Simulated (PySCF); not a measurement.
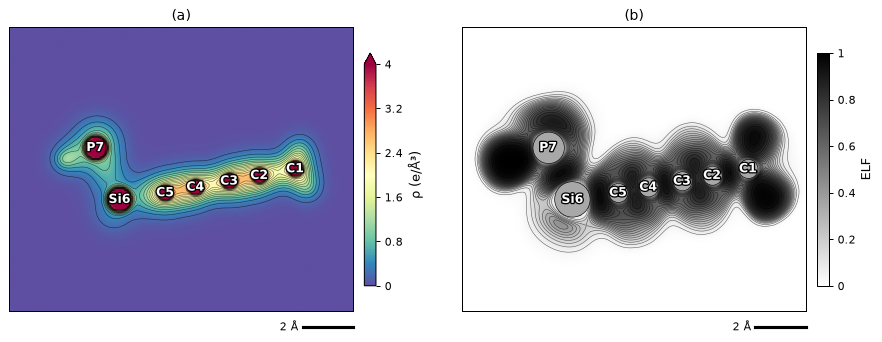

*C6H11PSi2 (SMILES CC#CC#C[SiH2]P[SiH2]C). (a) total electron density; (b) electron localisation function on the plane of atoms C5, Si6 and P7. Grey discs cover the atomic cores in the ELF map.*

Geometry: GFN2-xTB.

Level of theory: PBE0/pcSseg-1, SCF density, gas phase, non-relativistic in PySCF.

```yaml
atoms:
  - { symbol: C, position_ang: [-4.5504, -2.5580, -1.4279] }
  - { symbol: C, position_ang: [-3.6603, -1.5683, -0.8777] }
  - { symbol: C, position_ang: [-2.9115, -0.7391, -0.4172] }
  - { symbol: C, position_ang: [-2.0642, 0.1877, 0.0943] }
  - { symbol: C, position_ang: [-1.3083, 1.0165, 0.5609] }
  - { symbol: Si, position_ang: [-0.1098, 2.2487, 1.2110] }
  - { symbol: P, position_ang: [1.7088, 2.1296, -0.0929] }
  - { symbol: Si, position_ang: [2.5555, 0.1477, 0.5013] }
  - { symbol: C, position_ang: [4.3242, 0.0417, -0.1829] }
  - { symbol: H, position_ang: [-5.5864, -2.2866, -1.2223] }
  - { symbol: H, position_ang: [-4.3457, -3.5321, -0.9826] }
  - { symbol: H, position_ang: [-4.4107, -2.6273, -2.5073] }
  - { symbol: H, position_ang: [0.1634, 1.9267, 2.6199] }
  - { symbol: H, position_ang: [-0.6446, 3.6095, 1.0827] }
  - { symbol: H, position_ang: [2.5025, 2.8767, 0.7554] }
  - { symbol: H, position_ang: [1.6884, -0.8703, -0.0986] }
  - { symbol: H, position_ang: [2.5812, -0.0530, 1.9589] }
  - { symbol: H, position_ang: [4.7725, -0.9205, 0.0446] }
  - { symbol: H, position_ang: [4.3293, 0.1663, -1.2625] }
  - { symbol: H, position_ang: [4.9609, 0.8145, 0.2399] }
```

What does the map show?

Answer. Atoms in the plane: C, Si and P.
C–C (1.21 Å): ρ at the midpoint is about 2.7 e/Å³; the ELF peaks at about 0.85 between the atoms; a short, multiple covalent bond.
C–Si (1.84 Å): ρ at the midpoint is about 0.93 e/Å³; the ELF peaks at about 0.95 between the atoms: a shared electron pair.
Si–P (2.24 Å): ρ at the midpoint is about 0.74 e/Å³; the ELF peaks at about 0.95 between the atoms; localised, covalent bonding.
C–C (1.36 Å): ρ is about 2.1 e/Å³ halfway; the ELF peaks at about 0.95 between the atoms; localised, covalent bonding.
